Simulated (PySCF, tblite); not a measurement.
# C6H10B2S: geometry, infrared bands and NMR shifts

Aim: predict the infrared bands and NMR shifts of C6H10B2S (`Bc1cc(CC)sc1B`).

The runs use tblite 0.8.0 and PySCF 2.14.0, with density-fitted response routines of our own; the level of theory stands in each step. All values are computed, except where a source is named. Atoms count from 0, in the outputs and in this text.

**1. The molecule as given**

19 atoms, charge 0, multiplicity 1; geometry from: force field or distance geometry start.

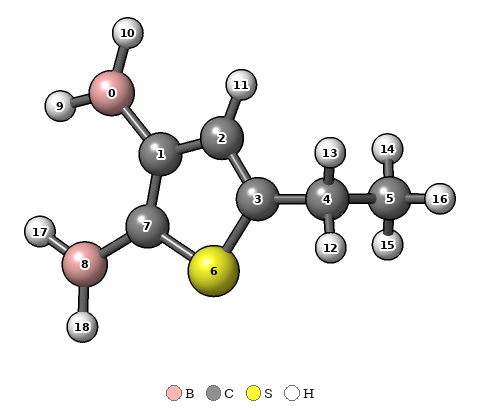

The starting geometry (boron pink, carbon grey, sulfur yellow, hydrogen white), atoms numbered.

**2. Relaxing the molecule with GFN2-xTB**

What the job is given:

```
{"job": {"kind": "relax", "xc": "GFN2-xTB", "basis": "xTB"}, "charge": 0, "multiplicity": 1}
B      2.570000    -0.786300     1.321400
C      1.402400    -0.236200     0.395600
C      0.145900     0.053100     0.925600
C     -0.752000     0.536300    -0.044300
C     -2.192600     0.862100     0.202200
C     -3.067400    -0.379600     0.049900
S      0.023500     0.555900    -1.530300
C      1.513600    -0.006200    -0.968100
B      2.753000    -0.230900    -1.904500
H      3.622700    -1.036300     0.885600
H      2.367500    -0.947900     2.475200
H     -0.137000    -0.076800     1.964800
H     -2.521600     1.630200    -0.532300
H     -2.313400     1.288700     1.210900
H     -2.767700    -1.137400     0.801100
H     -2.966600    -0.802700    -0.957200
H     -4.124600    -0.106000     0.227900
H      3.771100    -0.633900    -1.477700
H      2.663500     0.016200    -3.053100
```

Command:

```
OMP_NUM_THREADS=1 python probes_run.py task.json out
```

This one command runs all jobs of the session in turn.

The program printed:

```text
step      E/eV     max force
  0    -642.86781    2.501
  1    -643.06742    0.812
  2    -643.08882    0.257
  3    -643.09588    0.197
  4    -643.10047    0.170
  5    -643.10384    0.144
  6    -643.10605    0.141
  7    -643.10806    0.133
  8    -643.11011    0.117
  9    -643.11176    0.089
 10    -643.11270    0.067
 11    -643.11321    0.064
 12    -643.11362    0.060
 13    -643.11405    0.069
 14    -643.11451    0.074
 15    -643.11501    0.070
 16    -643.11560    0.072
 17    -643.11627    0.082
 18    -643.11688    0.060
 19    -643.11729    0.037
 20    -643.11752    0.034
 21    -643.11767    0.028
 22    -643.11778    0.022
 23    -643.11787    0.023
 24    -643.11795    0.024
 25    -643.11799    0.016
 26    -643.11801    0.009
```

It took 0.18 s on 1 thread of Arm Neoverse V2, shared host.

Step by step:

| step | energy from step 0 (eV) | largest force (eV/Å) |
| --- | --- | --- |
| 0 | 0.0000 | 2.5013 |
| 1 | -0.1996 | 0.8120 |
| 2 | -0.2210 | 0.2570 |
| 3 | -0.2281 | 0.1966 |
| 4 | -0.2327 | 0.1699 |
| 5 | -0.2360 | 0.1441 |
| 6 | -0.2382 | 0.1415 |
| 7 | -0.2403 | 0.1327 |
| 8 | -0.2423 | 0.1165 |
| 9 | -0.2440 | 0.0895 |
| 10 | -0.2449 | 0.0666 |
| 11 | -0.2454 | 0.0641 |
| 12 | -0.2458 | 0.0602 |
| 13 | -0.2462 | 0.0689 |
| 14 | -0.2467 | 0.0743 |
| 15 | -0.2472 | 0.0698 |
| 16 | -0.2478 | 0.0721 |
| 17 | -0.2485 | 0.0820 |
| 18 | -0.2491 | 0.0597 |
| 19 | -0.2495 | 0.0372 |
| 20 | -0.2497 | 0.0337 |
| 21 | -0.2499 | 0.0279 |
| 22 | -0.2500 | 0.0223 |
| 23 | -0.2501 | 0.0232 |
| 24 | -0.2501 | 0.0236 |
| 25 | -0.2502 | 0.0159 |
| 26 | -0.2502 | 0.0087 |

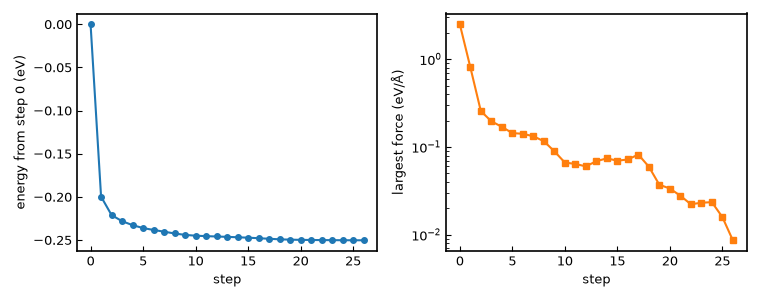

Energy and force, step by step.

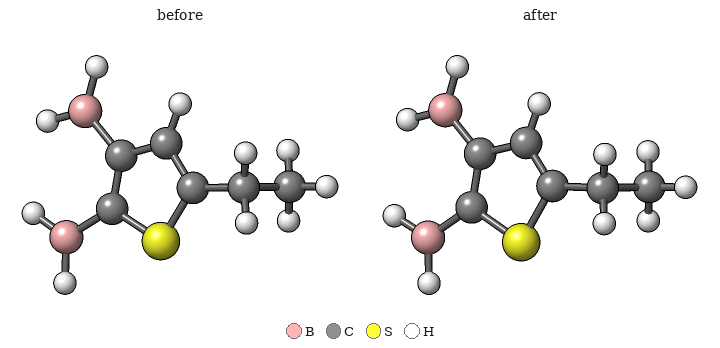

Before and after, at one scale.

Distances of close pairs at the start and the end, largest changes first:

| bond | before (Å) | after (Å) | change (Å) |
| --- | --- | --- | --- |
| S6–C7 | 1.689 | 1.746 | +0.057 |
| B0–C1 | 1.588 | 1.538 | -0.050 |
| C3–S6 | 1.676 | 1.725 | +0.049 |
| C7–B8 | 1.570 | 1.523 | -0.047 |
| C2–C3 | 1.407 | 1.363 | -0.044 |
| C1–C2 | 1.394 | 1.419 | +0.025 |
| C4–H12 | 1.113 | 1.092 | -0.021 |
| C5–H14 | 1.108 | 1.088 | -0.021 |

The final coordinates are the input of the step that follows.

**3. Vibrational analysis with GFN2-xTB**

What the job is given:

```
{"job": {"kind": "ir", "xc": "GFN2-xTB", "basis": "xTB"}, "charge": 0, "multiplicity": 1}
B      2.567709    -0.788479     1.344545
C      1.441592    -0.262111     0.438593
C      0.149172     0.048979     0.934807
C     -0.730615     0.500374    -0.003602
C     -2.164878     0.861752     0.183145
C     -3.058441    -0.373623     0.042851
S      0.013834     0.551616    -1.559044
C      1.536196    -0.035417    -0.938780
B      2.699840    -0.212471    -1.905034
H      3.624176    -1.041606     0.921074
H      2.345005    -0.939723     2.483958
H     -0.117601    -0.059034     1.972272
H     -2.457596     1.606462    -0.559582
H     -2.298961     1.293928     1.177672
H     -2.773486    -1.130911     0.769861
H     -2.961990    -0.798158    -0.953845
H     -4.099307    -0.107009     0.208428
H      3.731945    -0.605629    -1.530445
H      2.543603     0.053384    -3.034335
```

The program printed:

```text
mode    cm-1     km/mol
  1      25.6      0.06
  2      91.0      0.00
  3     118.7      0.16
  4     147.2      0.15
  5     185.6      0.05
  6     212.9      0.04
  7     225.1      0.20
  8     255.0      0.29
  9     270.8      0.05
 10     349.3      0.06
 11     359.3      0.03
 12     468.3      0.88
 13     533.5      2.03
 14     578.8      6.17
 15     599.5      2.02
 16     665.6      6.50
 17     709.1      8.40
 18     793.1      8.02
 19     810.9    179.83
 20     813.7    114.56
 21     822.8      4.85
 22     840.9      1.34
 23     847.2     21.84
 24     962.4      0.92
 25     989.2      6.05
 26    1059.9      2.10
 27    1075.4     10.80
 28    1097.5     25.27
 29    1137.8      0.87
 30    1175.2     16.55
 31    1213.0     76.19
 32    1223.4    112.42
 33    1248.2     10.75
 34    1314.0      0.82
 35    1359.6     48.59
 36    1407.2      3.49
 37    1428.4    251.31
 38    1471.1      3.05
 39    1496.0      4.46
 40    1500.5      4.05
 41    1534.7      3.37
 42    2636.6    239.98
 43    2639.5     49.65
 44    2687.6     37.25
 45    2699.2    206.94
 46    2970.9     21.55
 47    2984.8     17.61
 48    3036.9     31.56
 49    3038.7     42.04
 50    3041.6     21.14
 51    3115.6     24.64
```

It took 0.65 s on 1 thread of Arm Neoverse V2, shared host.

Which atoms move in the most intense modes:

| cm⁻¹ | km/mol | atoms |
| --- | --- | --- |
| 811 | 179.8 | H18 36 %, H17 32 %, B8 27 % |
| 814 | 114.6 | H10 31 %, H9 29 %, B0 25 % |
| 1213 | 76.2 | H10 27 %, H9 25 %, B0 16 % |
| 1223 | 112.4 | B8 26 %, H18 26 %, H17 21 %, C1 11 % |
| 1428 | 251.3 | C7 40 %, C1 36 %, C3 11 % |
| 2637 | 240.0 | H10 53 %, H18 29 % |
| 2640 | 49.6 | H18 53 %, H10 32 % |
| 2699 | 206.9 | H9 54 %, H17 30 % |

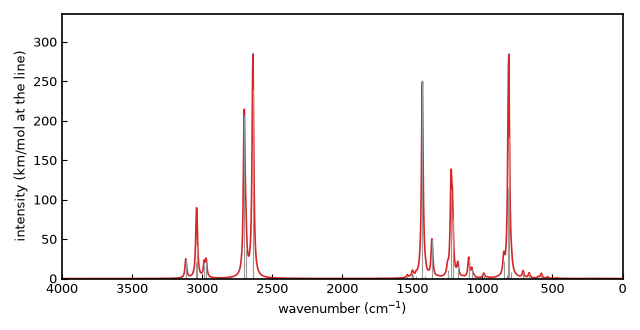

The infrared spectrum from these modes, unscaled. Lines are broadened to a width of 14 cm⁻¹ (Lorentzian).

**4. Nuclear shieldings: PBE0/pcSseg-1**

Same as in step 3 but for these lines:

```diff
@@ -1,2 +1,2 @@
-{"job": {"kind": "ir", "xc": "GFN2-xTB", "basis": "xTB"}, "charge": 0, "multiplicity": 1}
+{"job": {"kind": "nmr", "xc": "PBE0", "basis": "pcSseg-1"}, "charge": 0, "multiplicity": 1}
 B      2.567709    -0.788479     1.344545
```

Level: GIAO PBE0/pcSseg-1 NMR shielding, non-relativistic, gas phase.

The program printed:

```text
coarse grid: 16512 points
cycle   1  E = -681.8597752031  dE =  1.176e+00  |g| = 3.988e-01  |ddm| = 4.148e+00
cycle   2  E = -681.8236004009  dE =  3.617e-02  |g| = 5.430e-01  |ddm| = 1.044e+00
cycle   3  E = -681.9043599488  dE = -8.076e-02  |g| = 1.242e-01  |ddm| = 7.456e-01
cycle   4  E = -681.9083054517  dE = -3.946e-03  |g| = 3.952e-02  |ddm| = 1.661e-01
cycle   5  E = -681.9086531683  dE = -3.477e-04  |g| = 1.535e-02  |ddm| = 5.372e-02
cycle   6  E = -681.9087124226  dE = -5.925e-05  |g| = 6.729e-03  |ddm| = 2.552e-02
cycle   7  E = -681.9087246995  dE = -1.228e-05  |g| = 1.170e-03  |ddm| = 7.933e-03
cycle   8  E = -681.9087250320  dE = -3.326e-07  |g| = 3.529e-04  |ddm| = 1.323e-03
final grid: 155136 points
cycle   9  E = -681.9628708173  dE = -4.135e-05  |g| = 9.826e-03  |ddm| = 4.159e-02
cycle  10  E = -681.9628363684  dE =  3.445e-05  |g| = 1.471e-02  |ddm| = 2.673e-02
cycle  11  E = -681.9628961346  dE = -5.977e-05  |g| = 2.115e-03  |ddm| = 1.909e-02
cycle  12  E = -681.9628974330  dE = -1.298e-06  |g| = 4.623e-04  |ddm| = 2.974e-03
cycle  13  E = -681.9628974839  dE = -5.099e-08  |g| = 1.488e-04  |ddm| = 5.305e-04
cycle  14  E = -681.9628974883  dE = -4.387e-09  |g| = 6.189e-05  |ddm| = 1.819e-04
cycle  15  E = -681.9628974893  dE = -9.632e-10  |g| = 2.558e-05  |ddm| = 9.321e-05
converged SCF energy = -681.9628974893

GIAO shielding tensors (ppm)
atom      isotropic    diamagn.    paramagn.     s11        s22        s33       span
  0 B       32.342     192.662    -160.320    -28.995     -3.400    129.420    158.414
  1 C       17.921     251.955    -234.034    -75.121    -24.110    152.995    228.117
  2 C       40.208     254.093    -213.885    -36.653     37.008    120.268    156.920
  3 C       10.967     268.291    -257.324    -69.182    -21.554    123.637    192.819
  4 C      158.302     244.833     -86.531    143.548    159.259    172.099     28.551
  5 C      163.991     246.146     -82.156    151.802    154.347    185.823     34.021
  6 S      159.943    1060.017    -900.074     14.806    166.384    298.639    283.834
  7 C        9.369     260.979    -251.610    -67.366    -32.380    127.854    195.220
  8 B       38.870     191.067    -152.197    -17.925      1.847    132.688    150.612
  9 H       24.168      30.799      -6.631     19.594     25.254     27.655      8.062
 10 H       24.332      30.084      -5.751     19.115     25.686     28.196      9.081
 11 H       23.862      35.043     -11.181     20.782     22.506     28.300      7.517
 12 H       28.712      30.178      -1.466     23.714     28.693     33.730     10.016
 13 H       28.584      30.358      -1.774     24.060     27.450     34.241     10.181
 14 H       30.405      29.969       0.436     25.930     29.657     35.629      9.699
 15 H       30.393      29.583       0.810     25.792     30.146     35.242      9.450
 16 H       30.214      26.822       3.393     26.273     26.437     37.933     11.661
 17 H       24.317      30.309      -5.992     20.583     25.250     27.117      6.534
 18 H       24.829      29.598      -4.768     19.485     25.627     29.376      9.890
```

Run time: 43 s. Hardware: 1 thread of Arm Neoverse V2, shared host; peak memory 0.94 GiB.

The references, computed at this level on geometries of the same kind, shield at (ppm): 1H TMS 31.72, 13C TMS 186.9, 11B BF3·OEt2 100.1, 33S CS2 504. Their shielding less the atom's gives the shift. The references are single molecules in the gas phase. Atoms listed in one row are averaged.

| atoms | environment | σ (ppm) | δ (ppm) | δ scaled to CDCl3 |
| --- | --- | --- | --- | --- |
| C7 | substituted aromatic carbon next to the ring sulfur | 9.4 | 177.6 | 167.0 |
| C3 | substituted aromatic carbon next to the ring sulfur | 11.0 | 176.0 | 165.4 |
| C1 | substituted aromatic carbon | 17.9 | 169.0 | 163.0 |
| C2 | aromatic CH | 40.2 | 146.7 | 141.3 |
| C4 | sp3 CH2 on an aromatic ring | 158.3 | 28.6 | 26.0 |
| C5 | methyl carbon | 164.0 | 22.9 | 20.5 |
| H11 | hydrogen on an aromatic CH | 23.86 | 7.85 | 7.51 |
| H9, H10 | hydrogen on a boron bonded to C | 24.25 | 7.47 | – |
| H17, H18 | hydrogen on a boron bonded to C | 24.57 | 7.14 | – |
| H12, H13 | hydrogen on an sp3 CH2 on an aromatic ring | 28.65 | 3.07 | 3.00 |
| H14, H15, H16 | hydrogen on a methyl carbon | 30.34 | 1.38 | 1.41 |
| B0 | boron bonded to C, 2 H | 32.3 | 67.7 | – |
| B8 | boron bonded to C, 2 H | 38.9 | 61.2 | – |
| S6 | aromatic ring sulfur | 160 | 344 | – |

The scaled column applies a straight-line fit of computed shieldings to shifts measured in CDCl3, with any fitted terms for Cl, Br or S neighbours (root-mean-square error 0.16 ppm for H, 1.9 ppm for C).

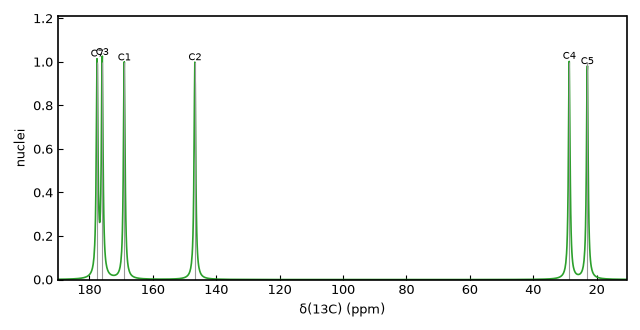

13C lines at the computed shifts, without couplings. Lines are broadened to a width of 0.62 ppm (Lorentzian).

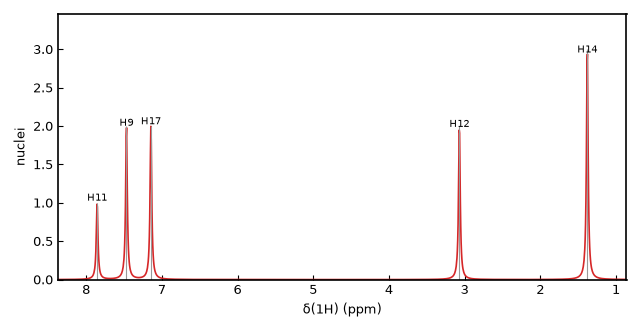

1H lines at the computed shifts, without couplings. Lines are broadened to a width of 0.03 ppm (Lorentzian).

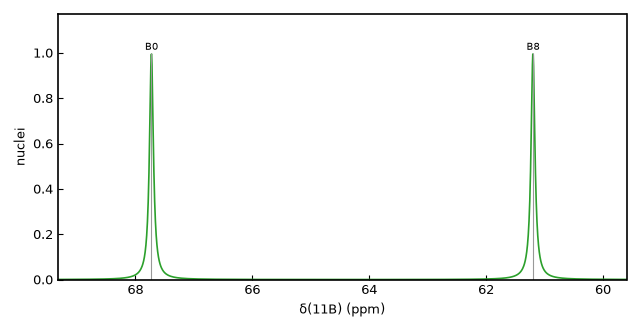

11B lines at the computed shifts, without couplings. Lines are broadened to a width of 0.08 ppm (Lorentzian).

The run also stored atomic charges by several schemes (e):

| atoms | Mulliken | IAO | Hirshfeld | ESP fit |
| --- | --- | --- | --- | --- |
| B0 | 0.23 | 0.01 | 0.13 | 0.25 |
| C1 | -0.19 | -0.11 | -0.08 | 0.00 |
| C2 | 0.05 | -0.17 | -0.06 | -0.25 |
| C3 | -0.45 | -0.11 | 0.00 | -0.13 |
| C4 | -0.12 | -0.26 | -0.07 | 0.17 |
| C5 | -0.27 | -0.41 | -0.11 | -0.15 |
| S6 | 0.35 | 0.36 | 0.14 | 0.03 |
| C7 | -0.48 | -0.23 | -0.09 | -0.08 |
| B8 | 0.25 | -0.03 | 0.10 | 0.17 |

Hirshfeld charges:

B0 0.13; C1 -0.08; C2 -0.06; C3 0.00; C4 -0.07; C5 -0.11; S6 0.14; C7 -0.09; B8 0.10; H9 -0.06; H10 -0.06; H11 0.06; H12 0.04; H13 0.05; H14 0.04; H15 0.04; H16 0.05; H17 -0.05; H18 -0.07

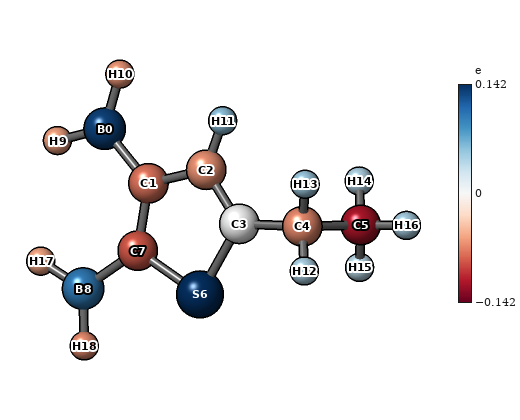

Hirshfeld charges, as colours on the atoms.

Mayer bond orders: B0–C1 1.05, C1–C2 1.30, C2–C3 1.49, C3–C4 1.03, C4–C5 1.04, C3–S6 1.20, S6–C7 1.16, C7–B8 1.07, C7–C1 1.38.

Ring of atoms C1, C2, C3, S6, C7: NICS(0) -9.4, NICS(1) -11.0, NICS(1)zz -25.3 ppm (means of both faces).

**5. Outcome**

| quantity | value |
| --- | --- |
| strongest single infrared mode (GFN2-xTB) | 1428 cm⁻¹, 251 km/mol |
| zero-point energy (GFN2-xTB) | 89.0 kcal/mol |
| 13C shifts against TMS (PBE0/pcSseg-1) | 177.6, 176.0, 169.0, 146.7, 28.6, 22.9 ppm |
| 1H shifts against TMS (PBE0/pcSseg-1, means over atoms taken as alike) | 7.85, 7.47, 7.14, 3.07, 1.38 ppm |
| 11B shifts against BF3·OEt2 (PBE0/pcSseg-1) | 67.7, 61.2 ppm |
| 33S shifts against CS2 (PBE0/pcSseg-1) | 344 ppm |

Over 26 steps the energy fell by 0.250 eV; of the close pairs, S6–C7 changed most, 1.689 to 1.746 Å. All 51 modes are real, so the xTB geometry is a minimum. The strongest single mode, at 1428 cm⁻¹, moves mainly C7 and C1. Unscaled tight-binding wavenumbers are off by several per cent, some by more. Its intensities can rank the bands wrongly. At PBE0/pcSseg-1: Shielding is most anisotropic at S6 (span 284 ppm, paramagnetic term -900 ppm). NICS(1)zz of -25 ppm above the planar ring from C1 marks a diatropic (aromatic) ring current.
